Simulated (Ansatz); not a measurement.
**How far to go with the plane-wave cutoff: ZnPt3 (P4mm, 4 atoms in the cell)**

```
ZnPt3
1.0
    3.91025     0.00000     0.00000
    0.00000     3.91025     0.00000
    0.00000     0.00000     3.91025
Zn Pt
1 3
Direct
  0.00000   0.00000   0.01279
  0.50000   0.50000   0.00000
  0.00000   0.50000   0.50000
  0.50000   0.00000   0.50000
```

Computed with PBEsol, default PAW files made with PBE (plane waves; Ansatz, a quantum-chemistry and plane-wave program).

Base settings: basis.ecutwfc = 30.9 Ry; kpoints.mp_grid.grid = 7 7 7; hamiltonian.xc = pbesol; hamiltonian.pseudopotentials = {kind: paw} (the program's default PAW files); scf.occupations.method = gaussian; scf.occupations.width = 0.0073 Ry.

The second cell is the first with its lattice scaled by 0.98.

The mesh stays at the base's, so the ladder's end is converged at best in this setting alone.

The first pressure column holds Ansatz's estimate of the finite-basis (Pulay) stress, which hides part of the cutoff error; the other is without it.

Only quantities that move along the ladder and can be compared are tabulated.

The count of work is k-points × plane waves × bands × iterations; it is no time. 

The starting cell comes from a database of computed structures (which also holds hypothetical and non-ambient phases and stackings), without a prior relaxation at this level. Its lattice was rescaled by up to half a per cent. One atom was moved a little off its site on purpose. Spin polarisation is off. In the base run, with a pressure of about -6 GPa the cell is away from its equilibrium volume at this level.

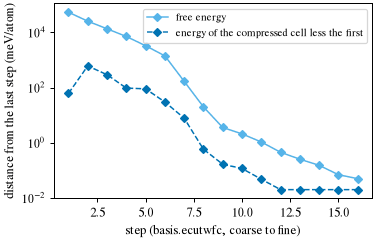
*Distance from the last step along the ladder; very small values are drawn at a floor.*

| basis.ecutwfc | free energy less the last step's (meV/atom) | energy of the compressed cell less the first (meV/atom) | pressure (GPa) | pressure without the Pulay estimate (GPa) | largest difference of a force vector from the last step's (eV/Å) | count of work / last |
|---|---|---|---|---|---|---|
| 10.7 Ry | 53386.99 | -56.22 | -34.31 | -1743.59 | 1.317 | 0.074 |
| 12.5 Ry | 25256.83 | -597.83 | -79.18 | -1010.24 | 0.098 | 0.079 |
| 14 Ry | 13405.44 | -285.73 | -35.21 | -621.61 | 0.231 | 0.095 |
| 15.4 Ry | 7056.58 | -90.26 | -2.92 | -375.92 | 0.246 | 0.11 |
| 16.9 Ry | 3262.26 | 94.61 | 10.20 | -204.63 | 0.230 | 0.12 |
| 18.4 Ry | 1401.91 | 35.00 | 0.94 | -106.70 | 0.029 | 0.13 |
| 21.7 Ry | 168.17 | 12.93 | -5.66 | -23.77 | 0.045 | 0.17 |
| 24.6 Ry | 19.93 | 5.73 | -6.13 | -8.72 | 0.008 | 0.19 |
| 27.9 Ry | 3.57 | 5.31 | -6.10 | -6.28 | 0.001 | 0.23 |
| 30.9 Ry | 2.09 | 5.26 | -6.10 | -6.19 | 0.000 | 0.27 |
| 33.8 Ry | 1.07 | 5.19 | -6.11 | -6.18 | 0.000 | 0.31 |
| 37.1 Ry | 0.45 | 5.16 | -6.12 | -6.14 | 0.000 | 0.35 |
| 41.5 Ry | 0.25 | 5.15 | -6.12 | -6.12 | 0.000 | 0.42 |
| 46.3 Ry | 0.15 | 5.15 | -6.12 | -6.12 | 0.000 | 0.48 |
| 54 Ry | 0.07 | 5.15 | -6.12 | -6.12 | 0.000 | 0.71 |
| 61.7 Ry | 0.03 | 5.15 | -6.12 | -6.12 | 0.000 | 0.75 |
| 74.2 Ry | 0.00 | 5.14 | -6.12 | -6.12 | 0.000 | 1.0 |

Coarsest basis.ecutwfc that holds the forces within 0.01 eV/Å of the last step, with all finer ones: 24.6 Ry, at 0.19 of the last step's count of work; the step before is off by 0.045 eV/Å.

Coarsest basis.ecutwfc that holds the pressure within 0.05 GPa of the last step, with all finer ones: 24.6 Ry, at 0.19 of the last step's count of work; the step before is off by 0.46 GPa.

Coarsest basis.ecutwfc that holds the energy of the compressed cell less the first within 0.5 meV/atom of the last step, with all finer ones: 27.9 Ry, at 0.23 of the last step's count of work; the step before is off by 0.58 meV/atom.

The energy difference between the two cells stays within 1 meV/atom of the last step's from 24.6 Ry on, the total only from 37.1 Ry on: much of the error is common to both cells and cancels.

At the lowest cutoff the pressure without the Pulay estimate lies 1740 GPa under the last step's, the usual sign of Pulay stress in an incomplete plane-wave basis.

Keys are those of Ansatz 0.2.
